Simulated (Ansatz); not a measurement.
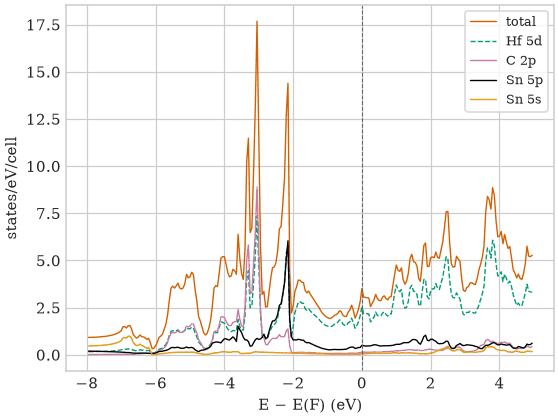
*Total and projected density of states of Hf2SnC in space group P6_3/mmc (No. 194; Hf on 4f, Sn on 2d, C on 2a), the program Ansatz at the PBEsol level (PAW)*

Which orbitals carry the states next to the Fermi level?

Within 0.5 eV of the Fermi level: Hf 5d 72 %, Sn 5p 16 %. Projections are on Löwdin-orthogonalised atomic valence shells; empty p or d shells of many metals are not among them.

Where is the tallest occupied peak in this window, and what makes it?

Near -3.0 eV, about 18 states/eV per cell; the largest projected share is C 2p.

The workflow started from a Materials Project entry (that database holds measured and hypothetical structures alike); the Crystallography Open Database copy checked does not list it. Its standing as an ambient phase is unchecked. The PBEsol relaxation kept the symmetry of its start; whether a distortion lowers the energy is not shown. The run is not spin-polarised. Scalar-relativistic: spin–orbit coupling is off unless named, which matters more the heavier the elements.

Potentials: the later of the program's two PAW sets.
